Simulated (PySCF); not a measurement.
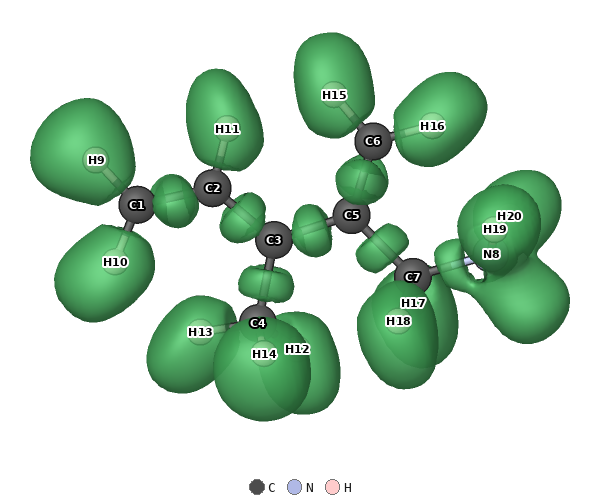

The picture shows: C7H12N (SMILES C=C[C](C)C(=C)CN) (doublet). Isosurface of the ELF at 0.75 (green), seen across its widest extent. Core shells and regions of very low density are left out.

Geometry: GFN2-xTB.

These are results of PySCF 2.14.0, density-fitted response routines, UKS B3LYP, pcH-1 on C H N, non-relativistic, mean-field spin-orbit, GIAO, not measurements.

The calculation's input:

```
{"job": {"kind": "epr", "basis": "pcH-1"}, "charge": 0, "multiplicity": 2}
C     -2.962478     1.076415    -0.290029
C     -1.623383     1.069371    -0.471675
C     -0.717835     0.027350    -0.162085
C     -1.246263    -1.273007     0.357706
C      0.695270     0.198040    -0.298277
C      1.286840     1.311484    -0.791940
C      1.576829    -0.961608     0.156288
N      3.008230    -0.747962     0.192852
H     -3.545926     1.937163    -0.565255
H     -3.510599     0.256531     0.138333
H     -1.196939     1.969849    -0.889517
H     -0.714869    -2.119274    -0.072098
H     -2.300038    -1.384062     0.125076
H     -1.131857    -1.327182     1.442656
H      0.741862     2.168000    -1.140286
H      2.357316     1.393138    -0.869948
H      1.402625    -1.817030    -0.505897
H      1.276391    -1.257323     1.166268
H      3.233879     0.033662     0.798959
H      3.365796    -0.542875    -0.733865
```

Command:

```sh
OMP_NUM_THREADS=1 python probes_run.py task.json out
```

> Where are the electrons localised?

The surface consists of six regions between bonded C–C atoms (shared pairs), ten regions around hydrogen nuclei and one joined region spread over several atoms (H, N), in which their bonds and any lone pairs are merged. Along the contacts the grid gives the following. C–C (1.35 Å): the ELF peaks at about 0.95 between the atoms; localised, covalent bonding. C–N (1.45 Å): the ELF peaks at about 0.90 between the atoms, as expected for a covalent bond.
